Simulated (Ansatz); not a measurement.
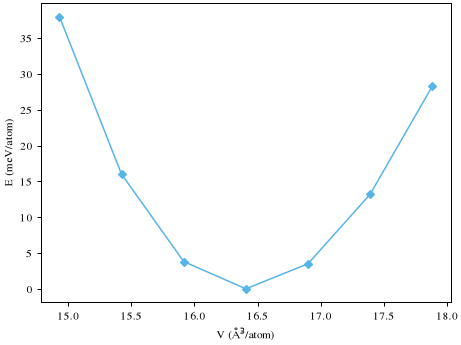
*Mg3SnO (anti-perovskite, space group No. 221) under volume change, r²SCAN in the plane-wave PAW code Ansatz, scaled uniformly.*

Problem. What does a third-order Birch–Murnaghan fit give for V₀, B₀ and B′?

Solution. V₀ = 16.41 Å³/atom, B₀ = 78.4 GPa, B′ = 4.0.

Space group Pm-3m (anti-perovskite). The start of the workflow was typed in or built on a structure type; neither database checked (COD, Materials Project) lists it. Whether it is the stable phase at ambient conditions was not checked. The cell was relaxed with r²SCAN under the symmetry of its start; its stability against distortions is not shown here. Spin–orbit coupling is left out wherever it is not named.

Potentials: the later of the program's two PAW sets.
